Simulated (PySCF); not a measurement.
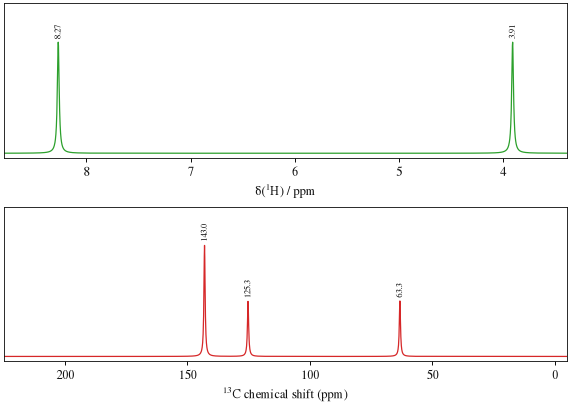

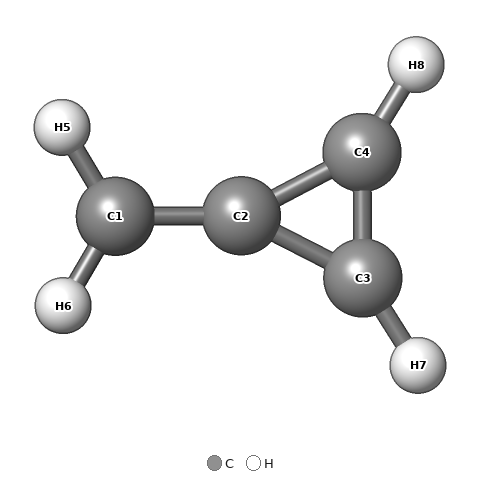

Spectrum and numbered structure of C₄H₄ (methylenecyclopropene), SMILES C=C1C=C1. GIAO shifts, PBE0/pcSseg-1 (IEF-PCM cyclohexane) with PySCF, at a PBE0-D3(BJ)/def2-SVP geometry (no frequency check), against TMS for ¹H and TMS for ¹³C computed at the same level. fully decoupled, line heights follow the number of nuclei, widths are arbitrary (no quadrupolar broadening); values of one conformer, averaged over methyl-type rotors and exact or near symmetry.

### Assign the ¹H signals to the numbered atoms.

| δ (ppm) | nuclei | atoms |
| --- | --- | --- |
| 8.27 | 2 | H7, H8 |
| 3.91 | 2 | H5, H6 |

### Which atoms give which ¹³C line?

```
δ (ppm)  nuclei   atoms
  143.0       2  C3, C4
  125.3       1      C2
   63.3       1      C1
```
